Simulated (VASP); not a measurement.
Band structure of ZrSi$_{2}$ (relaxed from the fluorite structure, space group Fm-3m). Method: r2SCAN meta-GGA, VASP's PBE PAW potentials (set 64) (plane waves; VASP).

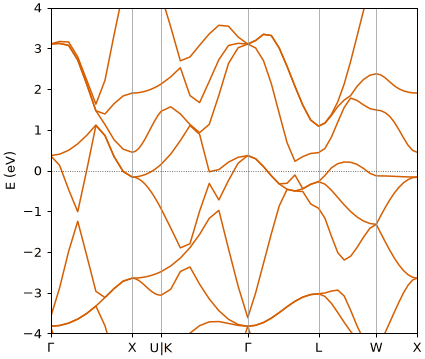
Figure: Bands along high-symmetry lines, zero at the valence-band maximum or, without a gap, the Fermi level

Question: Read the plot: is there a gap, and where are the band edges?

Answer: It has no gap at this level: it comes out as a metal or semimetal.

The structure was generated: ZrSi2 was put into the fluorite type (Fm-3m), which need not be its known phase. It was relaxed first, which changed the volume by -8 %.
